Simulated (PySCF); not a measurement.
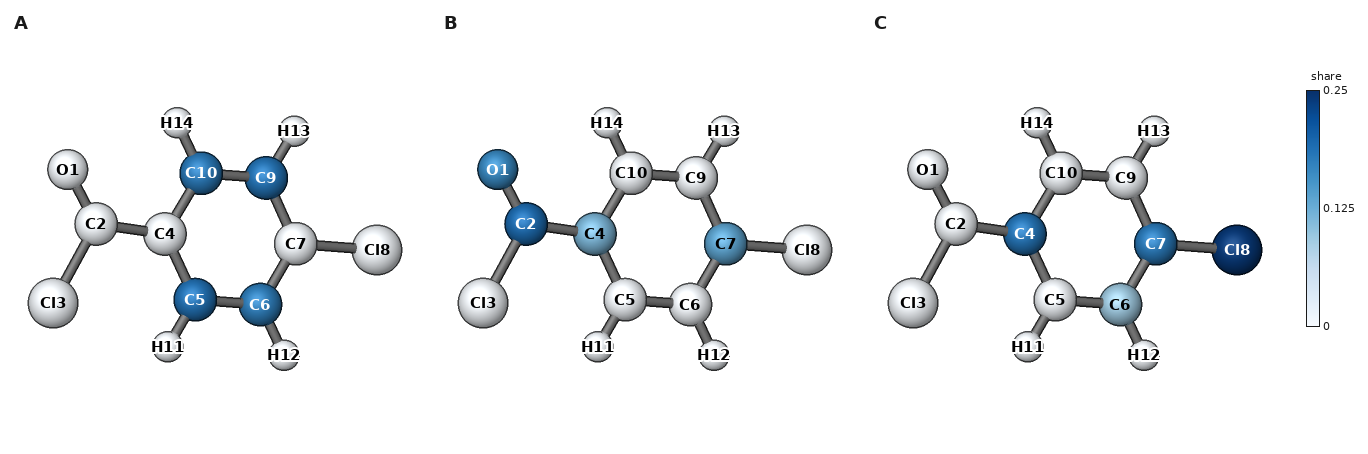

Each panel colours the atoms by their Löwdin share in one orbital (up to four of the largest shares; other atoms are shown as zero). Computed geometry: GFN2-xTB optimisation. No frequency run is at hand to confirm it as a minimum. Method: CAM-B3LYP/def2-SVPD (PySCF 2.14.0).

### The panels show the HOMO, LUMO, LUMO+1, in some order. Which is which?

A: LUMO+1, −0.08 eV; C5 0.19, C9 0.18, C10 0.18, C6 0.17
B: LUMO, −1.45 eV; C2 0.19, O1 0.17, C7 0.14, C4 0.11
C: HOMO, −9.08 eV; Cl8 0.24, C4 0.18, C7 0.18, C6 0.09
